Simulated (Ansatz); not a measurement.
**BAsH4O: functionals against CCSD(T) at one geometry**

Aim: energy, forces and dipole at a structure displaced at random from a GFN2-xTB minimum, from CCSD(T) and from density functionals.

The runs use Ansatz 0.2.0, Gaussian basis; single points in def2-TZVPP.

Cores are frozen in the correlated methods. Filled d shells of the heavier atoms are correlated.

## Step 1: The system as given

SMILES `BO[AsH2]`, 7 atoms, charge 0, spin multiplicity 1.

Atoms are counted from 1 here; the program's logs count them from 0.

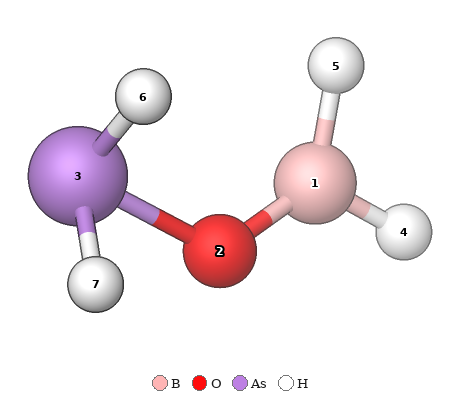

As it starts; boron pink, oxygen red, arsenic purple, hydrogen white; atoms are numbered from 1 in the order of the file.

Geometry (Å):

```csv
atom,x (Å),y (Å),z (Å)
B1,-1.2564,-0.0054,-0.4966
O2,-0.0781,-0.7397,-0.2307
As3,1.0837,-0.3342,1.1321
H4,-2.0152,-0.2935,-1.3447
H5,-1.3680,1.2251,-0.1735
H6,1.5508,1.0012,0.6156
H7,2.0980,-0.8996,0.1128
```

## Step 2: CCSD(T)/def2-TZVPP

File run/in.yaml:

```yaml
crystal:
  periodic: [false, false, false]
  atoms:
    - {symbol: B, position_ang: [-1.256400, -0.005400, -0.496600]}
    - {symbol: O, position_ang: [-0.078100, -0.739700, -0.230700]}
    - {symbol: As, position_ang: [1.083700, -0.334200, 1.132100]}
    - {symbol: H, position_ang: [-2.015200, -0.293500, -1.344700]}
    - {symbol: H, position_ang: [-1.368000, 1.225100, -0.173500]}
    - {symbol: H, position_ang: [1.550800, 1.001200, 0.615600]}
    - {symbol: H, position_ang: [2.098000, -0.899600, 0.112800]}
basis:
  gaussian: {orbitals: def2-TZVPP}
correlation: {method: ccsd_t}
output: {forces: true}
```

The command line of these runs was not kept.

## Step 3: PBE0-D4/def2-TZVPP

Changes to run/in.yaml since step 2:

```diff
@@ -12,3 +12,3 @@
   gaussian: {orbitals: def2-TZVPP}
-correlation: {method: ccsd_t}
-output: {forces: true}
+hamiltonian: {xc: pbe0, dispersion: d4}
+output: {forces: true, orbitals: {seedname: orbitals}}
```

## Step 4: wB97M-V/def2-TZVPP

Changes to run/in.yaml since step 3:

```diff
@@ -12,3 +12,3 @@
   gaussian: {orbitals: def2-TZVPP}
-hamiltonian: {xc: pbe0, dispersion: d4}
-output: {forces: true, orbitals: {seedname: orbitals}}
+hamiltonian: {xc: {name: wB97M-V}}
+output: {forces: true}
```

## Step 5: r2SCAN-D4/def2-TZVPP

Changes to run/in.yaml since step 4:

```diff
@@ -12,3 +12,3 @@
   gaussian: {orbitals: def2-TZVPP}
-hamiltonian: {xc: {name: wB97M-V}}
+hamiltonian: {xc: r2scan, dispersion: d4}
 output: {forces: true}
```

## Step 6: PBE-D4/def2-TZVPP

Changes to run/in.yaml since step 5:

```diff
@@ -12,3 +12,3 @@
   gaussian: {orbitals: def2-TZVPP}
-hamiltonian: {xc: r2scan, dispersion: d4}
+hamiltonian: {xc: pbe, dispersion: d4}
 output: {forces: true}
```

## Step 7: revPBE-D4/def2-TZVPP

Changes to run/in.yaml since step 6:

```diff
@@ -12,3 +12,3 @@
   gaussian: {orbitals: def2-TZVPP}
-hamiltonian: {xc: pbe, dispersion: d4}
+hamiltonian: {xc: {name: revPBE}, dispersion: d4}
 output: {forces: true}
```

## Step 8: BHLYP-D4/def2-TZVPP

Changes to run/in.yaml since step 7:

```diff
@@ -12,3 +12,3 @@
   gaussian: {orbitals: def2-TZVPP}
-hamiltonian: {xc: {name: revPBE}, dispersion: d4}
+hamiltonian: {xc: {name: BHLYP}, dispersion: d4}
 output: {forces: true}
```

(Steps that only read results are left out.)

**Question.** What will these runs give? Wanted: energy less free atoms, CCSD(T)/def2-TZVPP; RMS force component; RMS force error; HOMO and LUMO, PBE0-D4; T1 diagnostic.

**Answer**, as computed:

| quantity | value |
| --- | --- |
| energy less free atoms, CCSD(T)/def2-TZVPP | -2121.2 kJ/mol |
| RMS force component | 1.044 to 1.273 eV/Å over the methods |
| RMS force error | PBE0-D4 0.134, wB97M-V 0.090, r2SCAN-D4 0.092, PBE-D4 0.260, revPBE-D4 0.288, BHLYP-D4 0.255 eV/Å |
| HOMO and LUMO, PBE0-D4 | -8.07 and -1.16 eV |
| T1 diagnostic | 0.015 |

**Reading.** Against CCSD(T) the functionals' energies less atoms differ by -100.2 to +0.9 kJ/mol, PBE-D4 by -100.2 kJ/mol. A larger basis would deepen the CCSD(T) value, while the functionals are nearly converged already, so the order here is not reliable. For forces wB97M-V does best and revPBE-D4 worst. Frozen-core CCSD(T) forces in triple zeta carry basis errors of their own, and this is one geometry, so small gaps rank nothing.
